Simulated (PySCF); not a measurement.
**Excited-state calculation of C₅H₁₂OSi**

- system: C₅H₁₂OSi, SMILES C[SiH2]CCC(C)=O
- method: TDDFT B3LYP/def2-SVPD, vertical, gas phase, core orbitals frozen in the response (PySCF 2.14.0)

The geometry comes from this level: GFN2-xTB. It belongs to a series of runs on one base structure; here: H on C replaced by CH3.

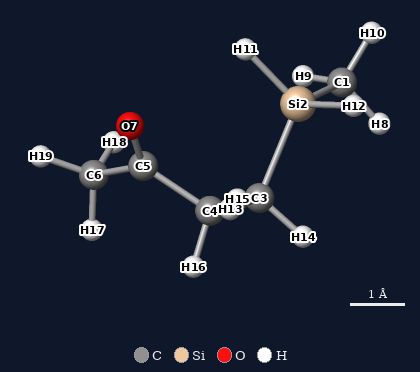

Fig. 1: The structure as given in the input (ball-and-stick view, seen at a tilt; atoms are numbered from 1 in the order of the input). Bond lengths as drawn: C–C 1.51 to 1.52 Å, C–H 1.09 to 1.10 Å, C–O 1.20 Å, C–Si 1.90 to 1.91 Å and H–Si 1.46 to 1.47 Å.

Key numbers

```tsv
quantity	value
outcome	converged
total energy	−562.232348 hartree
HOMO	−7.10 eV
LUMO	−0.80 eV
dipole moment	3.20 D
mean polarisability	89.92 a.u.
lowest singlet excitation	4.47 eV
hardware	1 CPU thread, shared host
wall time	78 s
peak memory	1 GiB
```

The input
```
{"job": {"kind": "uv", "xc": "B3LYP", "basis": "def2-SVPD", "nstates": 8, "ntriplets": 3}, "charge": 0, "multiplicity": 1}
C      2.318817     0.709345     0.771270
Si     1.731428    -0.972883     0.100540
C      0.453100    -0.653000    -1.282233
C     -0.702678     0.257055    -0.882292
C     -1.571071    -0.341607     0.198719
C     -2.702245     0.545695     0.665092
O     -1.377729    -1.435603     0.664440
H      2.650992     1.367973    -0.027117
H      1.533468     1.222604     1.319870
H      3.153934     0.578671     1.452553
H      1.219844    -1.791897     1.195252
H      2.874324    -1.648376    -0.535100
H      0.043111    -1.607990    -1.611335
H      0.956021    -0.212775    -2.145703
H     -0.333877     1.224292    -0.531373
H     -1.348660     0.456503    -1.744163
H     -3.143776     1.095209    -0.161441
H     -2.303821     1.265521     1.378974
H     -3.460984    -0.049487     1.166586
```

The first line tells a small driver script what to run in PySCF; the rest is the geometry in Å.

Launch command:
```bash
OMP_NUM_THREADS=1 python <driver script> task.json out
```

What the program printed
```
coarse grid: 15584 points
cycle   1  E = -561.9621269968  dE =  5.224e-01  |g| = 8.904e-01  |ddm| = 6.058e+00
cycle   2  E = -561.4512226717  dE =  5.109e-01  |g| = 1.809e+00  |ddm| = 3.204e+00
cycle   3  E = -562.1213642083  dE = -6.701e-01  |g| = 2.635e-01  |ddm| = 2.585e+00
cycle   4  E = -562.1368442989  dE = -1.548e-02  |g| = 6.791e-02  |ddm| = 3.805e-01
cycle   5  E = -562.1379187878  dE = -1.074e-03  |g| = 1.458e-02  |ddm| = 1.053e-01
cycle   6  E = -562.1379729206  dE = -5.413e-05  |g| = 4.533e-03  |ddm| = 3.383e-02
cycle   7  E = -562.1379776139  dE = -4.693e-06  |g| = 1.030e-03  |ddm| = 7.637e-03
final grid: 143640 points
cycle   8  E = -562.2323357892  dE = -4.601e-05  |g| = 7.102e-03  |ddm| = 1.334e-01
cycle   9  E = -562.2323142879  dE =  2.150e-05  |g| = 1.242e-02  |ddm| = 2.233e-02
cycle  10  E = -562.2323466737  dE = -3.239e-05  |g| = 2.257e-03  |ddm| = 1.341e-02
cycle  11  E = -562.2323477234  dE = -1.050e-06  |g| = 1.592e-04  |ddm| = 2.458e-03
cycle  12  E = -562.2323477294  dE = -6.000e-09  |g| = 8.403e-05  |ddm| = 4.896e-04
cycle  13  E = -562.2323477313  dE = -1.921e-09  |g| = 1.804e-05  |ddm| = 1.577e-04
cycle  14  E = -562.2323477314  dE = -9.209e-11  |g| = 4.040e-06  |ddm| = 4.063e-05
```

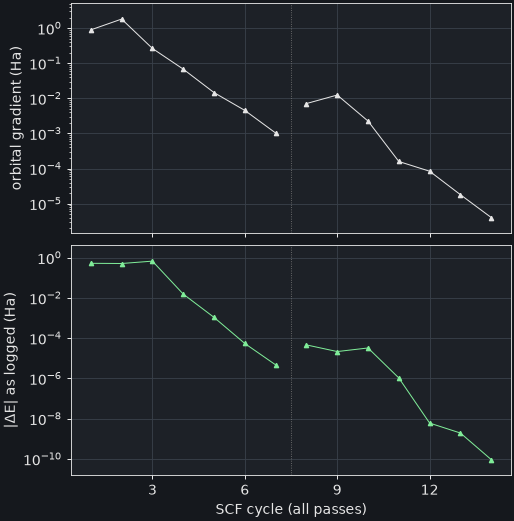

Fig. 2: Convergence of the self-consistent field: orbital gradient and size of the energy change against the SCF cycle. The dotted line marks the change from a coarse to the final integration grid. The first 7 cycles use a coarse grid, the final grid takes over at cycle 8, and the field converges after 14 cycles in all.

```
converged SCF energy = -562.2323477314

Static polarisability (au): isotropic 89.920, principal 83.296 86.401 100.064

Singlet excitations
state   eV       nm        f      main configurations
  1   4.4667    277.6   0.00007   H->L 0.98
  2   6.2764    197.5   0.01491   H->L+1 0.98
  3   6.4227    193.0   0.00747   H-1->L 0.99
  4   7.0202    176.6   0.00095   H-2->L 0.95
  5   7.0845    175.0   0.00821   H->L+2 0.92
  6   7.1869    172.5   0.00026   H-3->L 0.83, H->L+3 0.11
  7   7.2434    171.2   0.01078   H->L+3 0.81, H-3->L 0.11
  8   7.3181    169.4   0.01179   H-1->L+1 0.97

Triplet excitations (Tamm-Dancoff, eV): 3.9148 6.0543 6.2047
```

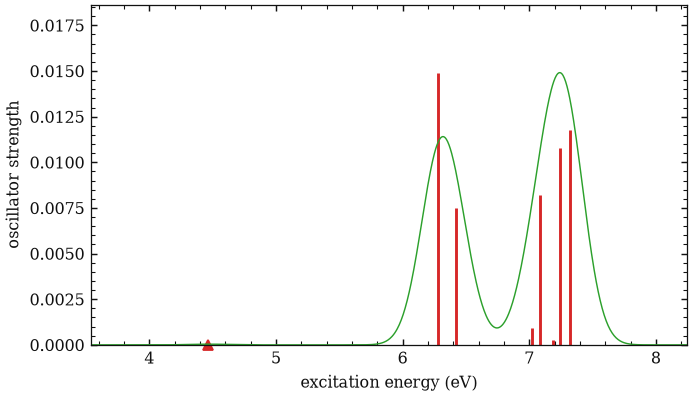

Fig. 3: Computed excitations as sticks (degenerate states added up, dark ones marked on the axis), with a Gaussian envelope of 0.35 eV full width at half maximum, scaled to the tallest. Of the 8 states the lowest lies at 4.47 eV (f = 0.000); the strongest line is at 6.28 eV, or 198 nm (f = 0.015).

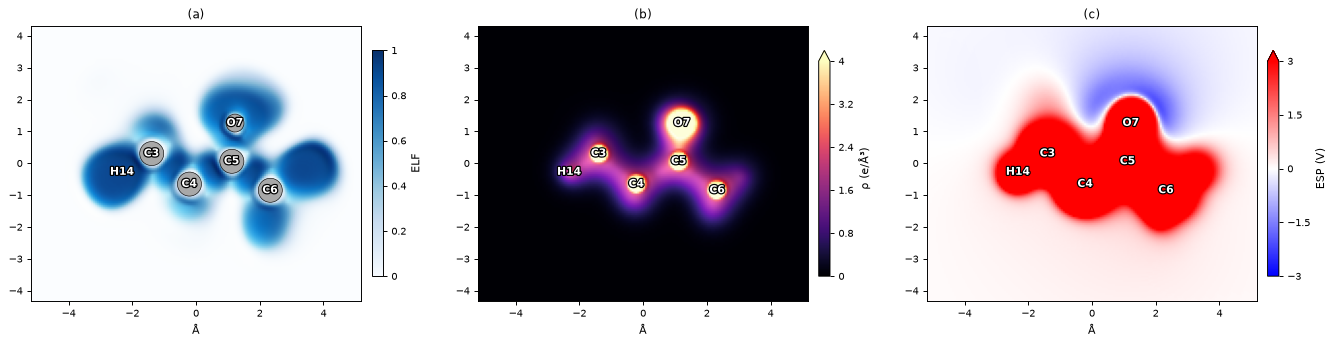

Fig. 4: (a) ELF; (b) total electron density; (c) electrostatic potential on the plane of atoms C6, C5 and O7. Grey discs, where drawn, cover atomic cores. Atoms in the plane: C, O and H. C–C (1.51 Å): ρ at the midpoint is about 1.8 e/Å³; the ELF peaks at about 0.95 between the atoms (localised, shared-pair bonding). C–H (1.09 Å): ρ at the midpoint is about 1.9 e/Å³; the ELF climbs to about 1 towards the hydrogen, as it does in any bond to H (a covalent bond by its length).

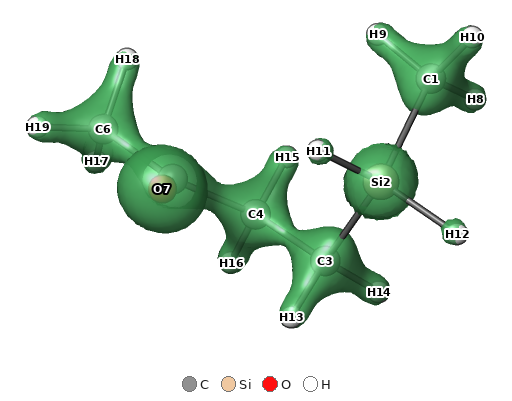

Fig. 5: Isosurface of the electron density at 1.5 e/Å³ (green), seen at an oblique angle. At this value the surface falls into five separate pieces. It is pinched off along the C–Si (1.90 Å) contacts. On the grid the lowest density along these lines, outside the cores, is 2.9 e/Å³ (C–O, 1.20 Å), 1.8 e/Å³ (C–C, 1.51 Å), 0.75 e/Å³ (C–Si, 1.90 Å) and 1.8 e/Å³ (C–H, 1.09 Å).

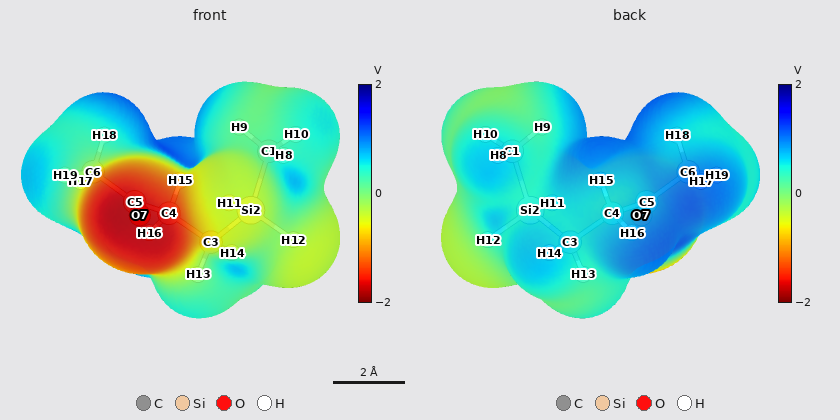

Fig. 6: The electrostatic potential painted on the density surface at 0.002 e/bohr³, seen face on and from behind; the colour scale runs from red (negative) to blue (positive). Its dipole moment is 3.20 D.
